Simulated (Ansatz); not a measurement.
# CH₄InN: a spread of methods and bases

Aim: run CH₄InN under a spread of inputs, and see what each costs and gives.

Computed with Ansatz 0.2.0, Gaussian basis. Level: the settings change from run to run.

## (1) The geometry

An earlier PBE0-D4 in a triple-zeta def2 set relaxation fixed the geometry. In takes a core potential in def2 sets; no spin-orbit term is included.

SMILES `C=[N][InH2]`, 7 atoms, charge 0, spin multiplicity 1.

Atoms are counted from 1 here; the program's logs count them from 0.

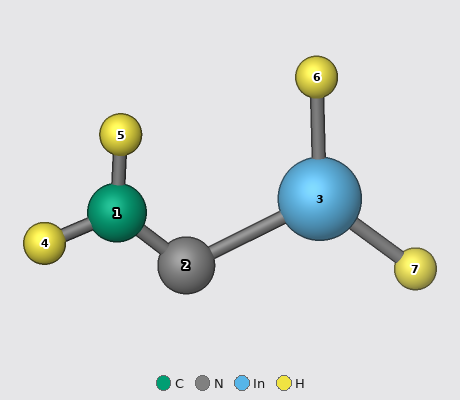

The geometry (carbon teal, nitrogen grey, indium blue, hydrogen yellow); atoms are numbered from 1 in the order of the file.

As a file:

```xyz
7
charge 0, multiplicity 1
C    -1.19125   -0.23333   -0.75051
N    -0.01186   -0.67538   -0.75323
In    1.28577    0.12662    0.67137
H    -1.92614   -0.61548   -1.47755
H    -1.59504    0.53609   -0.06471
H     0.54260    1.31846    1.68178
H     2.89593   -0.45696    0.69284
```

## (2) LC-wPBE/def2-mTZVPP

Set apart from the defaults: multiplicity 3, restricted open-shell orbitals.

The input, in.yaml:

```yaml
crystal:
  periodic: [false, false, false]
  atoms:
    - {symbol: C, position_ang: [-1.191253, -0.233333, -0.750514]}
    - {symbol: N, position_ang: [-0.011860, -0.675383, -0.753233]}
    - {symbol: In, position_ang: [1.285775, 0.126616, 0.671374]}
    - {symbol: H, position_ang: [-1.926141, -0.615485, -1.477547]}
    - {symbol: H, position_ang: [-1.595041, 0.536090, -0.064712]}
    - {symbol: H, position_ang: [0.542596, 1.318463, 1.681775]}
    - {symbol: H, position_ang: [2.895926, -0.456958, 0.692837]}
basis:
  gaussian: {orbitals: def2-mTZVPP}
magnetization: {spin_polarized: false, initial_magnetization: 2}
hamiltonian: {xc: {name: LC-wPBE}}
output: {forces: true}
```

Command:

```bash
> ansatz run in.yaml --threads 2 --pin off --events-out ev --progress --plain --max-ram 4352MiB
```

Output, cut to the lines that bear on the results:

```text
Functional definition: LC-wPBE
  name "LC-wPBE"
  cite "Vydrov & Scuseria, J. Chem. Phys. 125, 234109 (2006) doi:10.1063/1.2409292"
  cite "Heyd & Scuseria, J. Chem. Phys. 120, 7274 (2004) doi:10.1063/1.1668634"
  cite "Ernzerhof & Perdew, J. Chem. Phys. 109, 3313 (1998) doi:10.1063/1.476928"
  cite "Perdew, Burke & Ernzerhof, Phys. Rev. Lett. 77, 3865 (1996) doi:10.1103/PhysRevLett.77.3865"
  parent pbe
[...]
934 factors; their error is unknown
339 factors; integrals over basis functions are off by at most 2.8e-5 eV
[...]
mean field -7761.23644703 eV, -285.2201786735 hartree, gradient 2.9e-5 eV, S^2 2.000000; 3 other end points of the search recorded, 0 dependent functions left out
[...]
reference -7761.23644705 eV, -285.2201786739 hartree; 20, 18 occupied and 79, 81 virtual orbitals, 934 factors
Total energy: -7761.23644705 eV, -285.2201786739 hartree
Atom 0 at    -1.191253    -0.233333    -0.750514 Å, force    -4.459495     0.631257    -1.142923 eV/Å
Atom 1 at    -0.011860    -0.675383    -0.753233 Å, force     3.154152     0.245307     1.575399 eV/Å
Atom 2 at     1.285775     0.126616     0.671374 Å, force     0.817493    -0.212188     0.101833 eV/Å
Atom 3 at    -1.926141    -0.615485    -1.477547 Å, force     0.273026     0.103368     0.227297 eV/Å
Atom 4 at    -1.595041     0.536090    -0.064712 Å, force     0.526885    -0.400193    -0.226106 eV/Å
Atom 5 at     0.542596     1.318463     1.681775 Å, force     0.004082    -0.395588    -0.435311 eV/Å
Atom 6 at     2.895926    -0.456958     0.692837 Å, force    -0.316143     0.028037    -0.100189 eV/Å
Dipole moment:    -0.056063     0.147486     0.140349 e Å
```

It took 4.2 s on 2 threads of AMD EPYC 7B13, shared host.

Largest force 4.647 eV/Å, dipole 1.01 D.

## (3) B3LYP5/def2-TZVPP

Set apart from the defaults: charge -1, multiplicity 2.

Changes to in.yaml since step 2:

```diff
@@ -11,5 +11,6 @@
 basis:
-  gaussian: {orbitals: def2-mTZVPP}
-magnetization: {spin_polarized: false, initial_magnetization: 2}
-hamiltonian: {xc: {name: LC-wPBE}}
+  gaussian: {orbitals: def2-TZVPP}
+total_charge: -1
+magnetization: {spin_polarized: true, initial_magnetization: 1}
+hamiltonian: {xc: {name: B3LYP5}}
 output: {forces: true}
```

Launched as before.

Output, cut to the lines that bear on the results:

```text
Functional definition: B3LYP5
  name "B3LYP5"
  cite "Stephens, Devlin, Chabalowski & Frisch, J. Phys. Chem. 98, 11623 (1994) doi:10.1021/j100096a001"
  cite "Becke, Phys. Rev. A 38, 3098 (1988) doi:10.1103/PhysRevA.38.3098"
  cite "Lee, Yang & Parr, Phys. Rev. B 37, 785 (1988) doi:10.1103/PhysRevB.37.785"
  cite "Vosko, Wilk & Nusair, Can. J. Phys. 58, 1200 (1980) doi:10.1139/p80-159"
[...]
1036 factors; their error is unknown
[...]
mean field -7763.89675194 eV, -285.3179430756 hartree, gradient 6.8e-5 eV, S^2 0.754507; 0 other end points of the search recorded, 0 dependent functions left out
[...]
reference -7763.89699984 eV, -285.3179521857 hartree; 20, 19 occupied and 148, 149 virtual orbitals, 1036 factors
Total energy: -7763.89699984 eV, -285.3179521857 hartree
Atom 0 at    -1.191253    -0.233333    -0.750514 Å, force    -0.210251    -0.108505    -0.207613 eV/Å
Atom 1 at    -0.011860    -0.675383    -0.753233 Å, force    -0.181982    -0.116418    -0.203357 eV/Å
Atom 2 at     1.285775     0.126616     0.671374 Å, force     0.520949     0.141764     0.371853 eV/Å
Atom 3 at    -1.926141    -0.615485    -1.477547 Å, force    -0.205436    -0.002096    -0.087236 eV/Å
Atom 4 at    -1.595041     0.536090    -0.064712 Å, force    -0.044960     0.026178     0.010474 eV/Å
Atom 5 at     0.542596     1.318463     1.681775 Å, force    -0.095591     0.140793     0.116392 eV/Å
Atom 6 at     2.895926    -0.456958     0.692837 Å, force     0.217270    -0.081715    -0.000513 eV/Å
Dipole moment:    -0.188955     0.108367     0.042211 e Å
```

It took 4.6 s on 2 threads of AMD EPYC 7B13, shared host; peak memory 0.41 GiB.

Largest force 0.656 eV/Å, ⟨S²⟩ 0.755.

## (4) PBE0/def2-TZVP

Changes to in.yaml since step 3:

```diff
@@ -11,6 +11,4 @@
 basis:
-  gaussian: {orbitals: def2-TZVPP}
-total_charge: -1
-magnetization: {spin_polarized: true, initial_magnetization: 1}
-hamiltonian: {xc: {name: B3LYP5}}
+  gaussian: {orbitals: def2-TZVP}
+hamiltonian: {xc: {name: PBE0}}
 output: {forces: true}
```

Launched as before.

Output, cut to the lines that bear on the results:

```text
Functional definition: PBE0
  name "PBE0"
  cite "Adamo & Barone, J. Chem. Phys. 110, 6158 (1999) doi:10.1063/1.478522"
  cite "Perdew, Burke & Ernzerhof, Phys. Rev. Lett. 77, 3865 (1996) doi:10.1103/PhysRevLett.77.3865"
  parent pbe
[...]
992 factors; their error is unknown
[...]
mean field -7762.20275400 eV, -285.2556897994 hartree, gradient 2.7e-5 eV, S^2 0.000000; 0 other end points of the search recorded, 0 dependent functions left out
[...]
reference -7762.20279420 eV, -285.2556912767 hartree; 19, 19 occupied and 117, 117 virtual orbitals, 992 factors
Total energy: -7762.20279420 eV, -285.2556912767 hartree
Atom 0 at    -1.191253    -0.233333    -0.750514 Å, force    -0.007128     0.001088    -0.001993 eV/Å
Atom 1 at    -0.011860    -0.675383    -0.753233 Å, force    -0.001529    -0.004442    -0.005373 eV/Å
Atom 2 at     1.285775     0.126616     0.671374 Å, force     0.007129     0.001923     0.005109 eV/Å
Atom 3 at    -1.926141    -0.615485    -1.477547 Å, force    -0.002392    -0.001097    -0.002114 eV/Å
Atom 4 at    -1.595041     0.536090    -0.064712 Å, force    -0.001664    -0.000203    -0.000937 eV/Å
Atom 5 at     0.542596     1.318463     1.681775 Å, force     0.000280     0.004014     0.004619 eV/Å
Atom 6 at     2.895926    -0.456958     0.692837 Å, force     0.005304    -0.001284     0.000689 eV/Å
Dipole moment:    -0.038779     0.202025     0.207885 e Å
```

It took 2.2 s on 2 threads of AMD EPYC 7B13, shared host; peak memory 0.27 GiB.

Largest force 0.009 eV/Å, dipole 1.40 D.

## (5) revPBE/x2c-TZVPPall

Changes to in.yaml since step 4:

```diff
@@ -11,4 +11,4 @@
 basis:
-  gaussian: {orbitals: def2-TZVP}
-hamiltonian: {xc: {name: PBE0}}
+  gaussian: {orbitals: x2c-TZVPPall}
+hamiltonian: {xc: {name: revPBE}}
 output: {forces: true}
```

Launched as before.

Output, cut to the lines that bear on the results:

```text
Functional definition: revPBE
  name "revPBE"
  cite "Zhang & Yang, Phys. Rev. Lett. 80, 890 (1998) doi:10.1103/PhysRevLett.80.890"
  cite "Perdew, Burke & Ernzerhof, Phys. Rev. Lett. 77, 3865 (1996) doi:10.1103/PhysRevLett.77.3865"
[...]
1124 factors; their error is unknown
[...]
mean field -162619.08610828 eV, -5976.1411873037 hartree, gradient 5.2e-5 eV, S^2 0.000000; 0 other end points of the search recorded, 0 dependent functions left out
[...]
reference -162619.08616613 eV, -5976.1411894296 hartree; 33, 33 occupied and 145, 145 virtual orbitals, 1124 factors
Total energy: -162619.08616613 eV, -5976.1411894296 hartree
Relativity: scalar
Atom 0 at    -1.191253    -0.233333    -0.750514 Å, force    -0.671323     0.277515     0.030037 eV/Å
Atom 1 at    -0.011860    -0.675383    -0.753233 Å, force     0.641366    -0.603228    -0.403368 eV/Å
Atom 2 at     1.285775     0.126616     0.671374 Å, force     0.260042     0.118677     0.239080 eV/Å
Atom 3 at    -1.926141    -0.615485    -1.477547 Å, force    -0.204919    -0.094596    -0.189433 eV/Å
Atom 4 at    -1.595041     0.536090    -0.064712 Å, force    -0.165491     0.198541     0.151678 eV/Å
Atom 5 at     0.542596     1.318463     1.681775 Å, force    -0.102260     0.189133     0.166811 eV/Å
Atom 6 at     2.895926    -0.456958     0.692837 Å, force     0.242585    -0.086043     0.005195 eV/Å
Dipole moment:    -0.044735     0.177757     0.178531 e Å
```

Run time: 2.9 s. Hardware: 2 threads of AMD EPYC 7B13, shared host.

Largest force 0.968 eV/Å, dipole 1.23 D.

## (6) PBEsol/STO-3G

Set apart from the defaults: multiplicity 3.

Changes to in.yaml since step 5:

```diff
@@ -11,4 +11,4 @@
 basis:
-  gaussian: {orbitals: x2c-TZVPPall}
-hamiltonian: {xc: {name: revPBE}}
-output: {forces: true}
+  gaussian: {orbitals: STO-3G}
+magnetization: {spin_polarized: true, initial_magnetization: 2}
+hamiltonian: {xc: {name: PBEsol}}
```

Same command.

Output:

```text
Functional definition: PBEsol
  name "PBEsol"
  cite "Perdew et al., Phys. Rev. Lett. 100, 136406 (2008) doi:10.1103/PhysRevLett.100.136406"
  cite "Perdew, Burke & Ernzerhof, Phys. Rev. Lett. 77, 3865 (1996) doi:10.1103/PhysRevLett.77.3865"
  parent pbesol
  exchange = pbesol_x
  correlation = pbesol_c
560 factors; integrals over basis functions are off by at most 4.6e-5 eV
mean field evaluation 1: about -157127.0584 eV, gradient 5.1e1 eV
mean field evaluation 2: about -157037.7036 eV, gradient 8.6e1 eV
mean field evaluation 4: about -157146.1560 eV, gradient 1.8e1 eV
mean field evaluation 8: about -157148.6840 eV, gradient 1.4e0 eV
mean field evaluation 16: about -157148.6121 eV, gradient 1.3e-3 eV
mean field evaluation 32: about -157147.6762 eV, gradient 3.3e0 eV
mean field -157148.61209852 eV, -5775.1049754657 hartree, gradient 1.7e-5 eV, S^2 2.002766; 3 other end points of the search recorded, 0 dependent functions left out
reference -157148.61212103 eV, -5775.1049762928 hartree; 34, 32 occupied and 7, 9 virtual orbitals, 560 factors
Total energy: -157148.61212103 eV, -5775.1049762928 hartree
```

Run time: 1.4 s. Hardware: 2 threads of AMD EPYC 7B13, shared host.

⟨S²⟩ 2.003.

## (7) wPBEh/def2-TZVPP

Changes to in.yaml since step 6:

```diff
@@ -11,4 +11,4 @@
 basis:
-  gaussian: {orbitals: STO-3G}
-magnetization: {spin_polarized: true, initial_magnetization: 2}
-hamiltonian: {xc: {name: PBEsol}}
+  gaussian: {orbitals: def2-TZVPP}
+hamiltonian: {xc: {name: wPBEh}}
+output: {forces: true}
```

Same command.

Output, cut to the lines that bear on the results:

```text
Functional definition: wPBEh
  name "wPBEh"
  cite "Heyd, Scuseria & Ernzerhof, J. Chem. Phys. 118, 8207 (2003) doi:10.1063/1.1564060"
  cite "Krukau, Vydrov, Izmaylov & Scuseria, J. Chem. Phys. 125, 224106 (2006) doi:10.1063/1.2404663"
  cite "Heyd & Scuseria, J. Chem. Phys. 120, 7274 (2004) doi:10.1063/1.1668634"
  cite "Ernzerhof & Perdew, J. Chem. Phys. 109, 3313 (1998) doi:10.1063/1.476928"
  cite "Perdew, Burke & Ernzerhof, Phys. Rev. Lett. 77, 3865 (1996) doi:10.1103/PhysRevLett.77.3865"
  parent pbe
[...]
1052 factors; their error is unknown
94 factors; integrals over basis functions are off by at most 5.6e-7 eV
[...]
mean field -7762.43603782 eV, -285.2642628219 hartree, gradient 3.8e-5 eV, S^2 0.000000; 0 other end points of the search recorded, 0 dependent functions left out
[...]
reference -7762.43609087 eV, -285.2642647712 hartree; 19, 19 occupied and 149, 149 virtual orbitals, 1052 factors
Total energy: -7762.43609087 eV, -285.2642647712 hartree
Atom 0 at    -1.191253    -0.233333    -0.750514 Å, force    -0.023396     0.001210    -0.008576 eV/Å
Atom 1 at    -0.011860    -0.675383    -0.753233 Å, force    -0.045326    -0.006734    -0.026004 eV/Å
Atom 2 at     1.285775     0.126616     0.671374 Å, force     0.030412     0.010963     0.024753 eV/Å
Atom 3 at    -1.926141    -0.615485    -1.477547 Å, force     0.018464     0.010720     0.019593 eV/Å
Atom 4 at    -1.595041     0.536090    -0.064712 Å, force     0.012157    -0.022889    -0.020369 eV/Å
Atom 5 at     0.542596     1.318463     1.681775 Å, force    -0.005418     0.011111     0.010108 eV/Å
Atom 6 at     2.895926    -0.456958     0.692837 Å, force     0.013106    -0.004380     0.000494 eV/Å
Dipole moment:    -0.040925     0.201887     0.206843 e Å
```

Wall time 3.2 s (2 threads of AMD EPYC 7B13, shared host); peak memory 0.36 GiB.

Largest force 0.053 eV/Å, dipole 1.40 D.

## (8) B2GP-PLYP/def2-TZVP

Changes to in.yaml since step 7:

```diff
@@ -11,4 +11,3 @@
 basis:
-  gaussian: {orbitals: def2-TZVPP}
-hamiltonian: {xc: {name: wPBEh}}
-output: {forces: true}
+  gaussian: {orbitals: def2-TZVP}
+hamiltonian: {xc: {name: B2GP-PLYP}}
```

Launched as before.

Output, cut to the lines that bear on the results:

```text
Functional definition: B2GP-PLYP
  name "B2GP-PLYP"
  cite "Karton, Tarnopolsky, Lamère, Schatz & Martin, J. Phys. Chem. A 112, 12868 (2008) doi:10.1021/jp801805p"
  cite "Becke, Phys. Rev. A 38, 3098 (1988) doi:10.1103/PhysRevA.38.3098"
  cite "Lee, Yang & Parr, Phys. Rev. B 37, 785 (1988) doi:10.1103/PhysRevB.37.785"
[...]
1081 factors; integrals over basis functions are off by at most 8.7e-4 eV
[...]
mean field -7747.88009046 eV, -284.7293416227 hartree, gradient 8.1e-6 eV, S^2 0.000000; 0 other end points of the search recorded, 0 dependent functions left out
6 core orbitals not correlated: weight in the atoms' cores, before any rotation towards them, 1.000 or more for the frozen orbitals, at most 0.000 for the correlated occupied ones
reference -7747.88022398 eV, -284.7293465295 hartree; 13, 13 occupied and 117, 117 virtual orbitals, 1081 factors
second order -20.20489944 eV of doubles, -0.00000000 eV of singles
Total energy: -7755.15398778 eV, -284.9966524187 hartree
```

Run time: 3.1 s. Hardware: 2 threads of AMD EPYC 7B13, shared host; peak memory 0.26 GiB.

## (9) wB97X-V/x2c-TZVPPall

Set apart from the defaults: multiplicity 3, coordinates scaled by 0.92.

The input, in.yaml:

```yaml
crystal:
  periodic: [false, false, false]
  atoms:
    - {symbol: C, position_ang: [-1.095953, -0.214666, -0.690473]}
    - {symbol: N, position_ang: [-0.010911, -0.621353, -0.692975]}
    - {symbol: In, position_ang: [1.182913, 0.116487, 0.617664]}
    - {symbol: H, position_ang: [-1.772050, -0.566247, -1.359343]}
    - {symbol: H, position_ang: [-1.467438, 0.493203, -0.059535]}
    - {symbol: H, position_ang: [0.499188, 1.212986, 1.547233]}
    - {symbol: H, position_ang: [2.664252, -0.420401, 0.637410]}
basis:
  gaussian: {orbitals: x2c-TZVPPall}
magnetization: {spin_polarized: true, initial_magnetization: 2}
hamiltonian: {xc: {name: wB97X-V}}
output: {forces: true}
```

Launched as before.

Output, cut to the lines that bear on the results:

```text
Functional definition: wB97X-V
  name "wB97X-V"
  cite "Mardirossian & Head-Gordon, Phys. Chem. Chem. Phys. 16, 9904 (2014) doi:10.1039/C3CP54374A"
  cite "Becke, J. Chem. Phys. 107, 8554 (1997) doi:10.1063/1.475007"
  cite "Vydrov & Van Voorhis, J. Chem. Phys. 133, 244103 (2010) doi:10.1063/1.3521275"
[...]
      + integral(e_c_pw_opposite_spin*poly(b97_u_opposite, cos0, cos1)) + vv10(b, c)
1226 factors; their error is unknown
233 factors; integrals over basis functions are off by at most 9.4e-6 eV
[...]
mean field -162611.33979971 eV, -5975.8565157144 hartree, gradient 4.8e-5 eV, S^2 2.005856; 2 other end points of the search recorded, 0 dependent functions left out
[...]
reference -162611.33979958 eV, -5975.8565157095 hartree; 34, 32 occupied and 144, 146 virtual orbitals, 1226 factors
Total energy: -162611.33979958 eV, -5975.8565157095 hartree
Relativity: scalar
Atom 0 at    -1.095953    -0.214666    -0.690473 Å, force    -8.547921     2.015678    -1.297886 eV/Å
Atom 1 at    -0.010911    -0.621353    -0.692975 Å, force     8.475940    -3.924846    -0.847036 eV/Å
Atom 2 at     1.182913     0.116487     0.617664 Å, force     2.718946     0.499469     1.675678 eV/Å
Atom 3 at    -1.772050    -0.566247    -1.359343 Å, force    -2.521631    -1.195405    -2.366300 eV/Å
Atom 4 at    -1.467438     0.493203    -0.059535 Å, force    -1.065431     2.250065     2.053189 eV/Å
Atom 5 at     0.499188     1.212986     1.547233 Å, force    -1.130894     1.220218     0.881778 eV/Å
Atom 6 at     2.664252    -0.420401     0.637410 Å, force     2.070991    -0.865179    -0.099424 eV/Å
Dipole moment:    -0.496274     0.041891    -0.158464 e Å
```

Run time: 21 s. Hardware: 2 threads of AMD EPYC 7B13, shared host; peak memory 0.78 GiB.

Largest force 9.379 eV/Å, dipole 2.51 D, ⟨S²⟩ 2.006.

## (10) wPBEh/def2-TZVPD

This run has a grid of angular degree 47, finite nuclei, high accuracy.

The input, in.yaml:

```yaml
crystal:
  periodic: [false, false, false]
  atoms:
    - {symbol: C, position_ang: [-1.191253, -0.233333, -0.750514]}
    - {symbol: N, position_ang: [-0.011860, -0.675383, -0.753233]}
    - {symbol: In, position_ang: [1.285775, 0.126616, 0.671374]}
    - {symbol: H, position_ang: [-1.926141, -0.615485, -1.477547]}
    - {symbol: H, position_ang: [-1.595041, 0.536090, -0.064712]}
    - {symbol: H, position_ang: [0.542596, 1.318463, 1.681775]}
    - {symbol: H, position_ang: [2.895926, -0.456958, 0.692837]}
basis:
  gaussian: {orbitals: def2-TZVPD, final_grid: {core_spheres: 20, valence_spheres: 16, degree: 47}, nuclear_model: gaussian}
hamiltonian: {xc: {name: wPBEh}}
accuracy: high
```

Same command.

Output, cut to the lines that bear on the results:

```text
Functional definition: wPBEh
  name "wPBEh"
  cite "Heyd, Scuseria & Ernzerhof, J. Chem. Phys. 118, 8207 (2003) doi:10.1063/1.1564060"
  cite "Krukau, Vydrov, Izmaylov & Scuseria, J. Chem. Phys. 125, 224106 (2006) doi:10.1063/1.2404663"
  cite "Heyd & Scuseria, J. Chem. Phys. 120, 7274 (2004) doi:10.1063/1.1668634"
  cite "Ernzerhof & Perdew, J. Chem. Phys. 109, 3313 (1998) doi:10.1063/1.476928"
  cite "Perdew, Burke & Ernzerhof, Phys. Rev. Lett. 77, 3865 (1996) doi:10.1103/PhysRevLett.77.3865"
  parent pbe
[...]
2988 factors; integrals over basis functions are off by at most 3.4e-9 eV
155 factors; integrals over basis functions are off by at most 1.6e-9 eV
[...]
mean field -7762.43395494 eV, -285.2641862775 hartree, gradient 2.6e-8 eV, S^2 0.000000; 0 other end points of the search recorded, 0 dependent functions left out
reference -7762.43396061 eV, -285.2641864858 hartree; 19, 19 occupied and 147, 147 virtual orbitals, 2988 factors
Total energy: -7762.43396061 eV, -285.2641864858 hartree
```

Wall time 9 s (2 threads of AMD EPYC 7B13, shared host); peak memory 0.81 GiB.

## (11) The runs in one table

| level | charge | multiplicity | geometry | functions | energy (eV) | time |
| --- | --- | --- | --- | --- | --- | --- |
| LC-wPBE/def2-mTZVPP | 0 | 3 | relaxed | 99 | -7761.236 | 4.2 s |
| B3LYP5/def2-TZVPP | -1 | 2 | relaxed | 168 | -7763.897 | 4.6 s |
| PBE0/def2-TZVP | 0 | 1 | relaxed | 136 | -7762.203 | 2.2 s |
| revPBE/x2c-TZVPPall | 0 | 1 | relaxed | 178 | -162619.086 | 2.9 s |
| PBEsol/STO-3G | 0 | 3 | relaxed | 41 | -157148.612 | 1.4 s |
| wPBEh/def2-TZVPP | 0 | 1 | relaxed | 168 | -7762.436 | 3.2 s |
| B2GP-PLYP/def2-TZVP | 0 | 1 | relaxed | 136 | -7755.154 | 3.1 s |
| wB97X-V/x2c-TZVPPall | 0 | 3 | scaled | 178 | -162611.340 | 21 s |
| wPBEh/def2-TZVPD | 0 | 1 | relaxed | 166 | -7762.434 | 9 s |

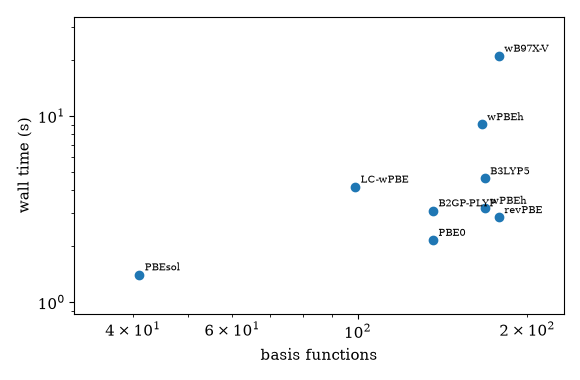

Wall time against the number of basis functions (shared host).

## (12) Results

```
                                         quantity                       value
                                             runs                           9
                                         quickest        PBEsol/STO-3G, 1.4 s
                                          slowest  wB97X-V/x2c-TZVPPall, 21 s
spread of total energies, same state and geometry                 154863.9 eV
                  dipole, same state and geometry              1.23 to 1.40 D
```

Run time spans a factor of 15, from PBEsol/STO-3G to wB97X-V/x2c-TZVPPall. The jobs differ in tasks and options as well as level. Total energies at one charge and spin differ by 154864 eV between levels, so only differences within one level mean anything. Some of these runs are scalar-relativistic and others not, which shifts the totals of all-electron atoms past neon by eV; core potentials, where a basis has them, take the core out of the total altogether. At the PBE0-D4/def2-TZVP geometry and in the same state, runs without warnings or point charges leave forces up to 0.97 eV/Å (revPBE/x2c-TZVPPall). At that geometry and state the dipole changes by 14 % between the lowest and highest value.
